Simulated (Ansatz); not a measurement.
**Optical response of PbO (Litharge)**

Wanted: where PbO (Litharge) starts to absorb, how strongly, and its refractive index. The cell comes from an older database entry, whose edges can differ from later determinations, mostly by under a per cent.

Method: DFT, PBE, plane-wave PAW, default files, scalar-relativistic, independent-particle optical response without local fields, in Ansatz 0.2.0.

The database entry behind the starting cell differs from later determinations by our own check (an axis about 0.4 % long against later determinations), so it need not match the best structure at ambient conditions.

### 1. Starting point

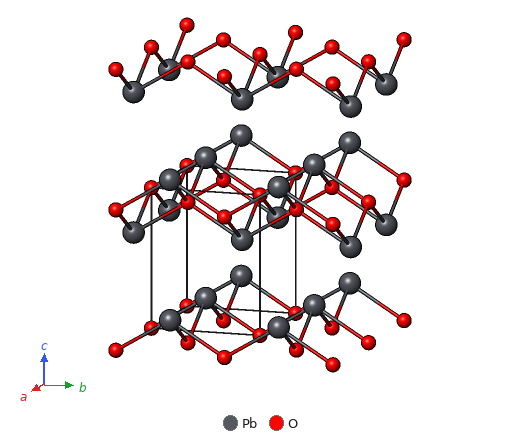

Start, viewed slightly off an axis; lead dark grey, oxygen red. 2×2×2 cells are drawn. Some periodic images of atoms are drawn too.

### 2. Ground state and bands

The self-consistent density comes first; it also tells whether there is a gap, which decides the occupations and the need for a Drude term.

This step: DFT, PBE, plane-wave PAW, default files, scalar-relativistic, ground state (Ansatz 0.2.0).

File input.yaml:

```yaml
crystal:
  lattice:
    - [3.99, 0.0, 0.0]
    - [0.0, 3.99, 0.0]
    - [0.0, 0.0, 5.01]
  atoms:
    - { symbol: Pb, position: [0.5, 0.0, 0.76] }
    - { symbol: Pb, position: [0.0, 0.5, 0.24] }
    - { symbol: O, position: [0.5, 0.5, 0.0] }
    - { symbol: O, position: [0.0, 0.0, 0.0] }
kpoints:
  mp_grid: { grid: [6, 6, 5] }
  band_path:
    path:
      - [[0.0, 0.0, 0.0], [0.0, 0.5, 0.0], [0.5, 0.5, 0.0], [0.0, 0.0, 0.0], [0.0, 0.0, 0.5], [0.0, 0.5, 0.5], [0.5, 0.5, 0.5], [0.0, 0.0, 0.5]]
      - [[0.0, 0.5, 0.0], [0.0, 0.5, 0.5]]
      - [[0.5, 0.5, 0.0], [0.5, 0.5, 0.5]]
    npoints: 6
scf:
  occupations: { method: fermi_dirac, width: 0.05 }
  n_extra_bands: 8
hamiltonian:
  xc: pbe
  pseudopotentials: { kind: paw }
output:
  forces: true
  stress: true
  populations: true
  write_bands: true
  write_density: true
  write_potential: true
  elf: true
  volumetric_format: npy
```

Run with:

```console
$ ansatz run input.yaml --threads 4 --pin off --max-ram 8192MiB --backend cpu --events-out ev --progress --plain --runs-dir out
```

Numbers of over 12 decimals in the logs are rounded to 6 here.

The program printed:

```text
scf.n_extra_bands = 8 over 20 filled bands (N_el = 40.0): the run solves 28 bands
Engine: ansatz 0.2.0, x86_64-unknown-linux-gnu
Pseudopotentials: kind: paw
Pseudopotential: Pb, paw, valence charge 14, recommended cutoff 420 eV (normal), Pb.paw.azcp
Pseudopotential: O, paw, valence charge 6, recommended cutoff 420 eV (normal), O.paw.azcp
Functional definition: PBE
  parameter kappa = 0.804
  parameter beta = 0.066725
  exchange = pbe_x(kappa = kappa, mu = beta*pi^2/3)
  correlation = pbe_c(beta = beta)
Crystal: 4 atoms, lattice volume = 79.760 Å³
Basis set: ecut = 420 eV, 1569 PW (Γ), exchange–correlation on 54×54×72 points (8 copies of the dense FFT grid, shifted against one another)
Bands: 28, of which v1, the nominal top of the filled ones, is band 20 counted from 1 (19 counted from 0)
Symmetry: 16 space group operations
Space group: P4/nmm (ITA 129), of the structure as read, at distance tolerance 4.3e-5 Å
k-points: 30 of 180
Non-local potential: Pb, projectors of the file, l = 0: 2, l = 1: 2, l = 2: 2, l = 3: 2
Non-local potential: O, projectors of the file, l = 0: 2, l = 1: 2, l = 2: 1
PAW form: soft (Blöchl's): semilocal exchange-correlation on the pseudo side does not see the compensation charge
PAW one-centre angular grid: Pb, 590 points (default); XC on 64 Gauss nodes
PAW one-centre angular grid: O, 110 points (default); XC on 64 Gauss nodes
Initial density: superposition of atomic densities (neutral atoms: chi_scale 0, normalization atom), corrected by the library's trained network
Initial wavefunctions: pseudopotential atomic-orbital guess
Functional: x = pbe(κ = 0.804, μ = 0.219515), c = pbe(β = 0.066725)
SCF iter   1: F=—  HF=-24947.069044 eV  |F-HF|=—  |Δ(HF+E_count)|=         —  Δρ=1.56e-3  dr2=1.53e-3  ethr=1.77e-3  ⟨swp⟩=6.9  Hψ=3996  notcnv=0  defer=4
preconditioner: auto → Resta (q_TF=auto, 2.432 Å⁻¹)  ε∞=3.3  [insulator: Δε(μ)=1.148 eV  Ē_g=17.383 eV  σ=0.050 eV  W_gap=1.00  n_scr=18 (ndim 8)  ℏωp=26.3 eV  f_vac=0.035  D(μ)=0.00/eV (n_scr^D=0)  ε∞_Penn≈3.3]
SCF iter   2: F=—  HF=-24947.070295 eV  |F-HF|=—  |Δ(HF+E_count)|=   1.25e-3  Δρ=7.39e-4  dr2=2.09e-4  ethr=3.84e-6  ⟨swp⟩=2.7  Hψ=1787  notcnv=0  defer=35
SCF iter   3: F=—  HF=-24947.070460 eV  |F-HF|=—  |Δ(HF+E_count)|=   1.65e-4  Δρ=3.11e-4  dr2=5.69e-5  ethr=5.23e-7  ⟨swp⟩=2.7  Hψ=1331  notcnv=0  defer=35
SCF iter   4: F=—  HF=-24947.070445 eV  |F-HF|=—  |Δ(HF+E_count)|=   1.53e-5  Δρ=1.23e-4  dr2=7.57e-6  ethr=1.42e-7  ⟨swp⟩=2.0  Hψ=969  notcnv=0  defer=35
SCF iter   5: F=—  HF=-24947.070449 eV  |F-HF|=—  |Δ(HF+E_count)|=   4.52e-6  Δρ=2.25e-5  dr2=4.66e-7  ethr=1.89e-8  ⟨swp⟩=2.0  Hψ=1012  notcnv=0  defer=35
SCF iter   6: F=-24947.070450 eV  HF=-24947.070450 eV  |F-HF|=4.91e-8  |Δ(HF+E_count)|=   5.50e-7  Δρ=6.20e-6  dr2=4.12e-8  ethr=2.50e-10  ⟨swp⟩=14.1  Hψ=6603  notcnv=0
SCF 1 converged in 6 iterations: F = -24947.070450 eV  dr2 = 4.12e-8
  greatest PAW one-centre occupation: 0.983 electrons in one spin orbital (limit 2), on the Pb atom at site 1 (counted from 0), in its partial waves of l = 2
NSCF: frozen V_eff on 57 k-points
SCF converged after 6 iterations
Free energy (F): -24947.070450 eV
Harris-Foulkes:  -24947.070450 eV  (|F-HF|=4.91e-8)
Internal energy: -24947.070449 eV  (E = F + TS)
E sigma→0 (E₀):  -24947.070450 eV
Entropy (-TS):   -0.000000 eV (-0.000 meV/atom)
Fermi energy:    9.062757 eV
--- Per-component energies (eV) ---
  E_band       = -104.778992
  E_kinetic    = 927.716065
  E_local      = -3095.312151  (includes V_loc(G=0)·N_el)
  E_nonlocal   = 798.280743
  E_hartree    = 1230.193182
  E_xc         = -588.565727
  E_vxc        = -452.566061  (∫ρ·V_xc dr)
  E_paw        = -21129.017423  (= ΣΔE_a)
  E_vpaw       = -743.280101  (= ΣTr[D̂ρ^β])
  E_aug_tail   = 0.004830  (compensation charges beyond the density's cutoff)
  E_ewald      = -3090.369968
  E_smearing   = -0.000000  (= −TS)
  E_closure    = -0.000000  (closes the sum)
  Σ components = -24947.070450   (vs F -24947.070450, Δ=0.00e0)
--- Forces (eV/Å), atoms counted from 1 ---
  atom   1  Pb     0.00000000     0.00000000     0.01118686
  atom   2  Pb     0.00000000     0.00000000    -0.01118686
  atom   3  O      0.00000000     0.00000000     0.00000000
  atom   4  O      0.00000000     0.00000000    -0.00000000
  max |Σ_I F_I| component: 5.55e-17 eV/Å
--- Stress (GPa, compression-positive) ---
        3.362843       0.000000       0.000000
        0.000000       3.362843       0.000000
        0.000000       0.000000       2.208824
  P = ⅓ Tr σ = 2.9782 GPa (29.782 kbar)
--- Band table (eV; the first three rows and the last of 30) ---
  k-point 0: bands = [... 16 lower, 6.8217, 6.9045, 6.9045, 8.4724, 10.9004, 14.0129, 14.0129, 14.0870, ... 4 higher]
  k-point 1: bands = [... 16 lower, 6.8070, 6.8959, 6.8959, 8.2517, 10.6553, 13.2002, 13.2002, 13.7113, ... 4 higher]
  k-point 2: bands = [... 16 lower, 6.7843, 6.8789, 6.8789, 7.6703, 10.5273, 12.5072, 12.5072, 12.8538, ... 4 higher]
  k-point 29: bands = [... 16 lower, 6.2680, 6.2680, 7.5109, 7.5109, 11.4588, 11.4588, 13.7141, 13.7141, ... 4 higher]
--- Löwdin populations: 4 sites ---
  site symbol       q [e]
     0     Pb     13.1825
     1     Pb     13.1825
     2      O      6.7446
     3      O      6.7446
  spilling = 0.003641 (of n_electrons = 40.000000)
```

Run time: 0.76 s. Hardware: 4 threads of AMD EPYC 9R45, shared host; peak memory 0.46 GiB.

Numbers from this step:

* free energy: -24947.0704 eV
* Fermi energy: 9.063 eV
* gap by band count: 1.150 eV
* electrons: 40
* symmetry operations: 16
* pressure: 2.978 GPa
* volume: 79.76 Å³
* gap on the path: 1.145 eV
* least direct gap on the path: 2.110 eV

There is a gap, 1.14 eV on the path, so no carriers' term is needed. The cell is left with a pressure of 3.0 GPa and forces up to 0.01 eV/Å, as it stands unrelaxed at this level.

The electronic bands at the labelled points (eV, zero at the Fermi level; v1 is the highest filled band, c1 the lowest empty one):

```csv
point,v4,v3,v2,v1,c1,c2,c3,c4
Γ,-2.24,-2.16,-2.16,-0.59,1.84,4.95,4.95,5.02
X,-3.49,-3.49,-2.24,-2.24,2.80,2.80,6.02,6.02
M,-2.25,-2.25,-1.55,-1.55,0.56,0.56,4.67,4.67
Γ,-2.24,-2.16,-2.16,-0.59,1.84,4.95,4.95,5.02
Z,-2.28,-2.19,-2.19,-1.53,1.47,3.35,3.35,3.64
R,-3.46,-3.46,-1.57,-1.57,2.49,2.49,5.65,5.65
A,-2.85,-2.85,-1.55,-1.55,2.82,2.82,4.18,4.18
Z,-2.28,-2.19,-2.19,-1.53,1.47,3.35,3.35,3.64
jump to X,-3.49,-3.49,-2.24,-2.24,2.80,2.80,6.02,6.02
R,-3.46,-3.46,-1.57,-1.57,2.49,2.49,5.65,5.65
jump to M,-2.25,-2.25,-1.55,-1.55,0.56,0.56,4.67,4.67
A,-2.85,-2.85,-1.55,-1.55,2.82,2.82,4.18,4.18
```

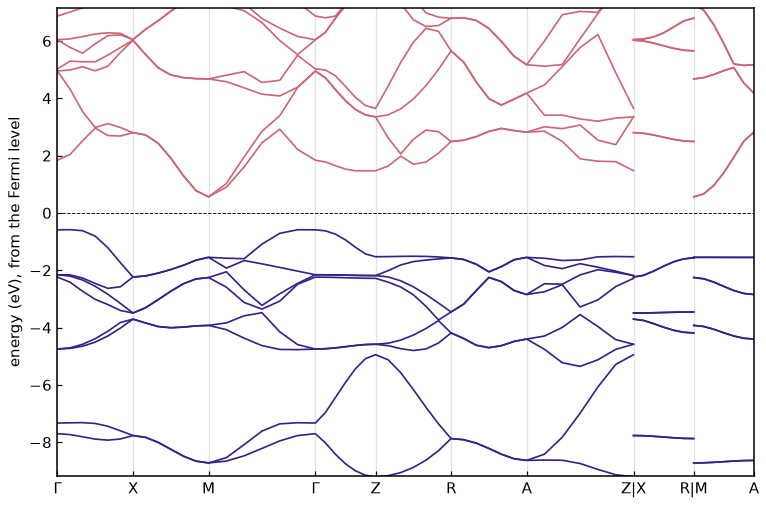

Electronic bands along the path; lines of filled and empty bands in two colours.

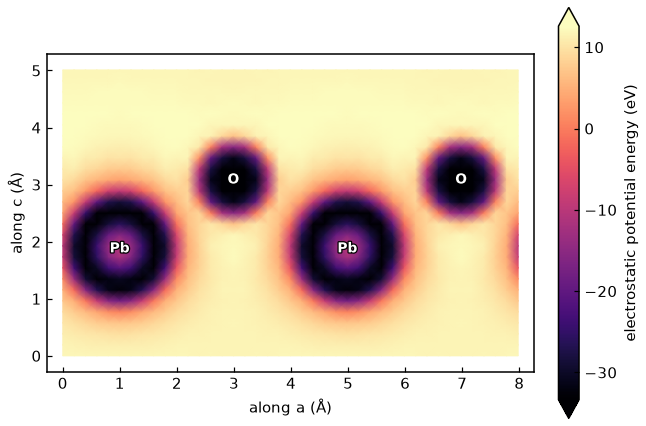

Electrostatic potential energy in the ac plane at fractional y = 0.000, with atoms of Pb and O within 0.2 Å of it. With pseudopotentials it is smooth inside the atoms' cores, unlike the true potential. The map starts off the cell's origin, so that atoms lie inside it.

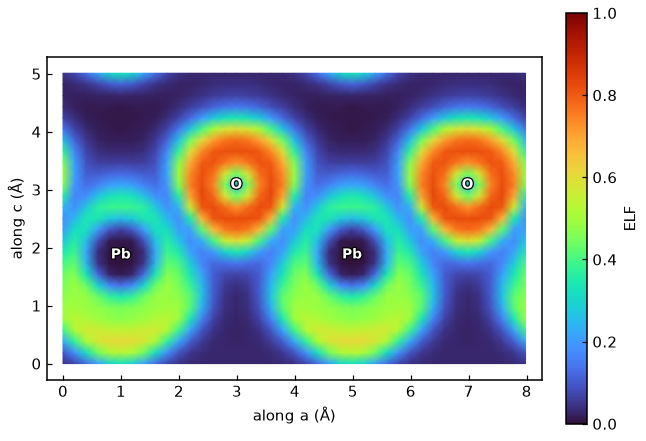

ELF in the ac plane at fractional y = 0.000, with atoms of Pb and O within 0.2 Å of it. It is the smooth field of the valence electrons, not physical close to the nuclei. The map starts off the cell's origin, so that atoms lie inside it.

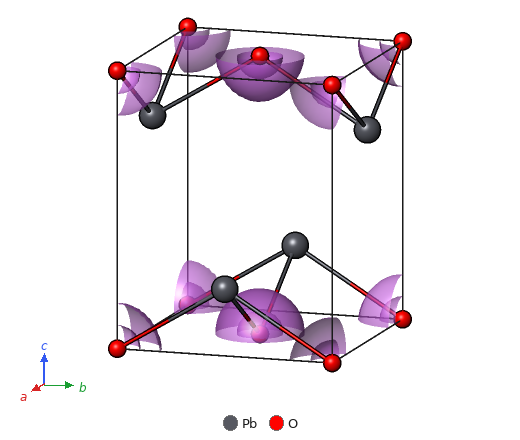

Surface of ELF = 0.75.

(Continued in part 2 of 2.)

[Logs are printed without paths, hosts, clocks, repeated set-up lines and the standing remarks that a program may print on its own settings, such as how far it seeks lower states.]

[Hosts, paths, dates, database ids (printed as entryN), source tags and the programs' standing remarks are cut or masked in the printed files.]
